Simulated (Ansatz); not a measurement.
**Response to strain in Au**

The parent structure is Au in the fcc (Cu type) structure (space group Fm-3m, No. 225; a = 4.048 Å; relaxed with 0.1 eV smearing). Axes: x, y, z lie along the cube axes.

Strains are applied to the cell and any free atomic positions relax; under biaxial strain the out-of-plane vector relaxes too.

The values are results of Ansatz (a first-principles code) LDA, spin-orbit coupling left out, not measurements.

Notes on the quantities. energy relative to the base: free energy F.

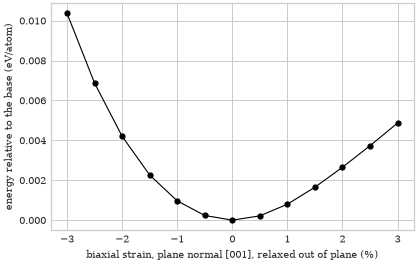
Fig. 1. Energy relative to the base against biaxial strain, plane normal [001], relaxed out of plane

Q: From the plot, what is the energy relative to the base for biaxial strain −2.50 %, plane normal [001], relaxed out of plane?

A: About 0.0069 eV/atom.

Q: Is the trend monotonic over the range shown?

A: No, it turns within the range, spanning 0 meV/atom to +10 meV/atom.

Stability against distortions was not tested.
